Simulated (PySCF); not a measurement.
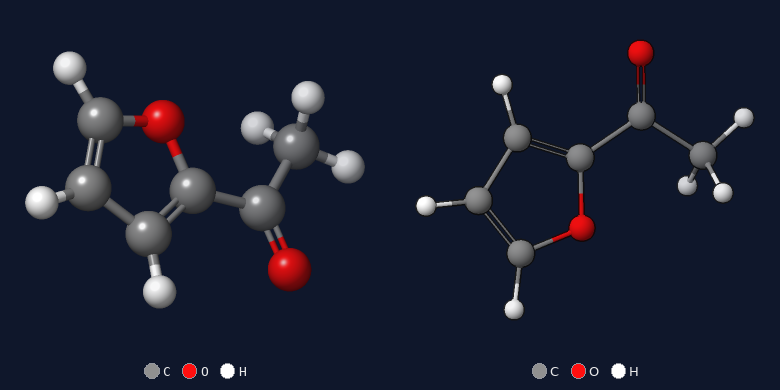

The same structure drawn twice, from different directions.

Identify the structure.

The molecule is C6H6O2. Its SMILES string is `CC(=O)c1ccco1`. Independent rings (smallest set): 1 of 5 members, 1 of them aromatic. Among its groups: ketone. Coordination: 1 C tetrahedral; 5 C trigonal planar; 1 O bent.

The parts below concern this one geometry. Atoms keep their numbers from picture to picture. The computed structure is the end point of a PBE0-D3(BJ)/def2-SVP optimisation. No frequency run is at hand to confirm it as a minimum.

### Polarisability

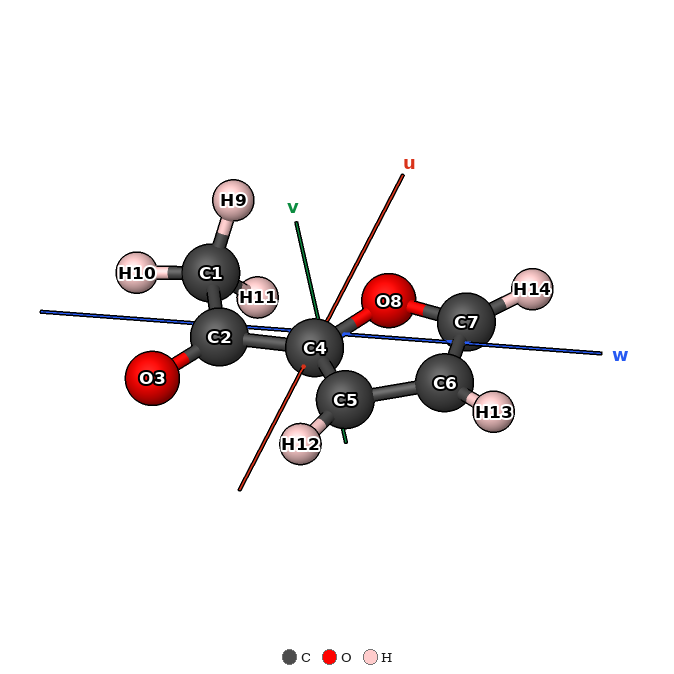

The lines u, v and w are the principal axes of the static dipole polarisability. No frequency run is at hand to confirm it as a minimum. Level of theory: B3LYP/def2-SVPD (PySCF 2.14.0).

> Along which axis is the molecule most polarisable, and along which least?

Most along w (nearly parallel to the C2–C4 bond), least along v.

> Give the three principal values.

u 79.0, v 48.8, w 107.2 bohr³; mean 78.3, anisotropy 50.6 bohr³.

### NMR shielding

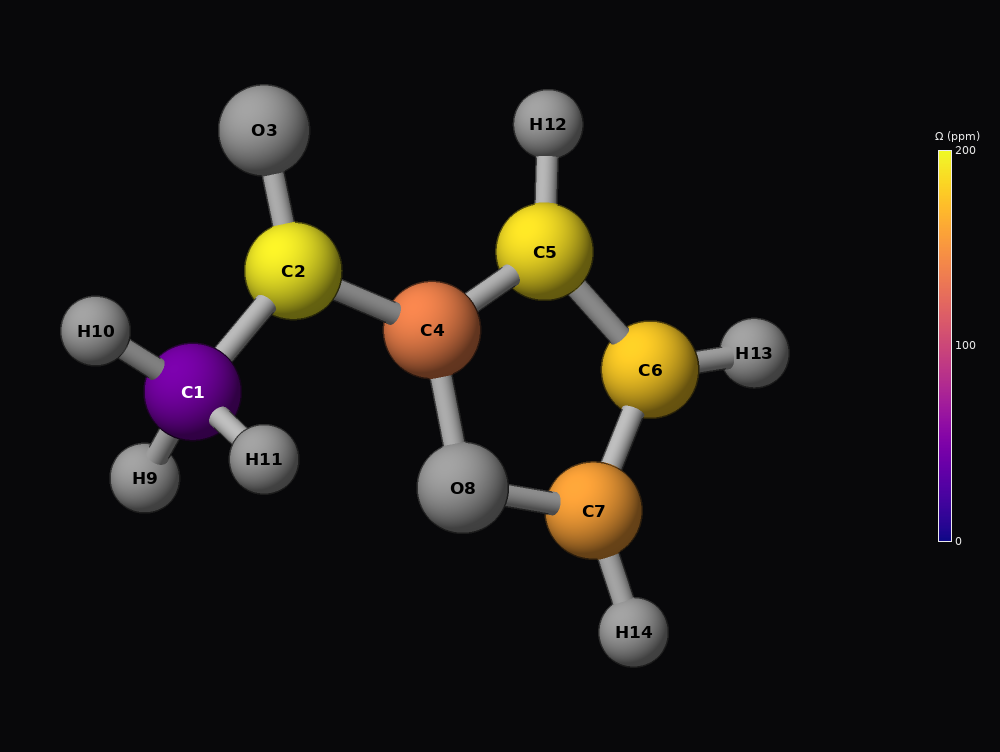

The C atoms are coloured by the span of their shielding tensor. No frequency run is at hand to confirm it as a minimum. Method: GIAO WP04/pcSseg-1 NMR shielding, non-relativistic, IEF-PCM chloroform (PySCF 2.14.0). Principal shieldings σ11 ≤ σ22 ≤ σ33, span Ω = σ33 − σ11, skew κ = 3(σiso − σ22)/Ω.

Give the shielding tensors of the C atoms.

```csv
atom,σ11,σ22,σ33,σiso,Ω,κ
C1,126.7,128.6,173.7,143.0,46.9,0.92
C2,−109.1,−33.1,85.1,−19.0,194.1,0.22
C4,−58.8,16.3,81.0,12.8,139.8,−0.07
C5,−35.0,22.8,153.9,47.2,188.9,0.39
C6,−31.7,42.8,146.5,52.6,178.2,0.16
C7,−63.6,29.5,94.2,20.0,157.8,−0.18
```

Shieldings and span in ppm.

### Levels of theory compared

No frequency run is at hand to confirm it as a minimum. Program: PySCF 2.14.0.

At this fixed geometry, give HOMO–LUMO gap (eV), HOMO energy (eV) at these levels: B3LYP/def2-SVPD; B3LYP/def2-SVPD in chloroform (IEF-PCM); B3LYP/def2-SVPD in tetrahydrofuran (IEF-PCM); PBE0/pcSseg-1 in chloroform (IEF-PCM); PBE0/pcSseg-1 in tetrahydrofuran (IEF-PCM); WP04/pcSseg-1 in chloroform (IEF-PCM); ωB97X-D/pcSseg-1 in chloroform (IEF-PCM).

```tsv
level	HOMO–LUMO gap (eV)	HOMO energy (eV)
B3LYP/def2-SVPD	5.12	−6.96
B3LYP/def2-SVPD in chloroform (IEF-PCM)	5.05	−6.90
B3LYP/def2-SVPD in tetrahydrofuran (IEF-PCM)	5.04	−6.90
PBE0/pcSseg-1 in chloroform (IEF-PCM)	5.54	−7.10
PBE0/pcSseg-1 in tetrahydrofuran (IEF-PCM)	5.53	−7.10
WP04/pcSseg-1 in chloroform (IEF-PCM)	4.50	−8.26
ωB97X-D/pcSseg-1 in chloroform (IEF-PCM)	9.05	−8.87
```

### Excitation

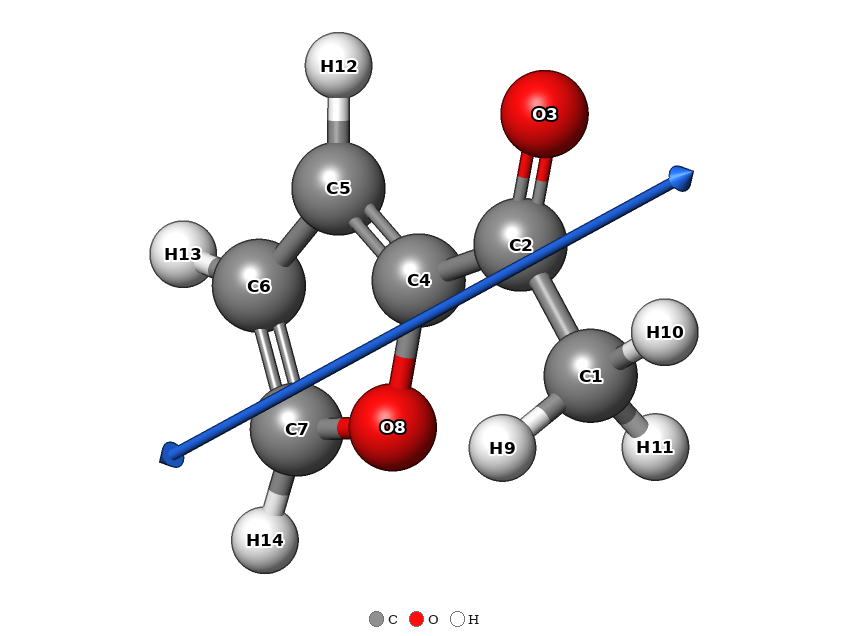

The double arrow shows the direction of the transition dipole to excited singlet state 2 (its length means nothing). No frequency run is at hand to confirm it as a minimum. Level of theory: TDDFT B3LYP/def2-SVPD, vertical, IEF-PCM tetrahydrofuran (non-equilibrium linear response), core orbitals frozen in the response (PySCF 2.14.0).

> How is the transition polarised?

Nearly parallel to the C2–C4 bond.

> Give its energy, strength and character.

4.71 eV (263 nm), oscillator strength 0.41, mainly HOMO → LUMO (weight 0.97); transition dipole 4.80 D.
